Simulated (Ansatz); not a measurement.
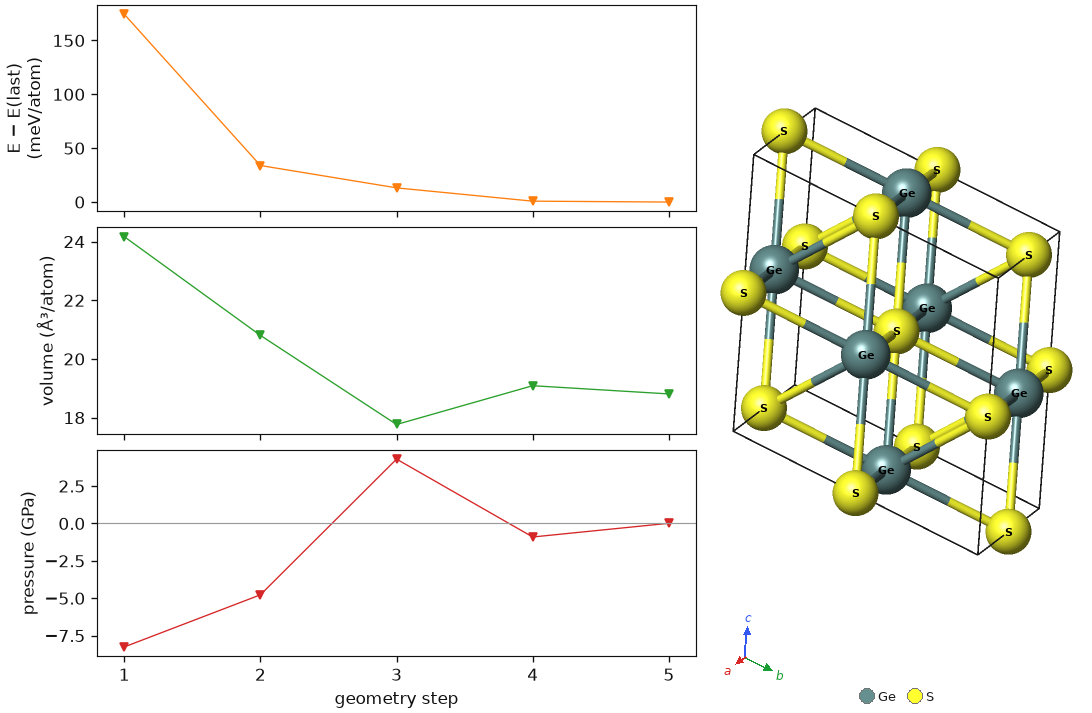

Beside the plot: the structure at the start.

History of a geometry optimisation. The run: Ge3S4 (Im-3m, 7 atoms in the cell), by DFT PBE, scalar-relativistic, plane waves, PAW in Ansatz 0.2.0; cutoff 420 eV, 4×4×4 k-mesh, Gaussian smearing of 0.1 eV. Atoms and cell relax. A closing SCF on a freshly chosen basis isn't drawn.

The optimisation met its thresholds at geometry 5, counting the start as the first. The energy fell by about 170 meV/atom from the first step to the last. All forces vanish by symmetry, so only the cell moves. The volume shrinks from 24.2 to 18.8 Å³ per atom (−22 %), overshooting to 17.8 at step 3, as the pressure goes from −8.3 GPa to about 0 GPa.
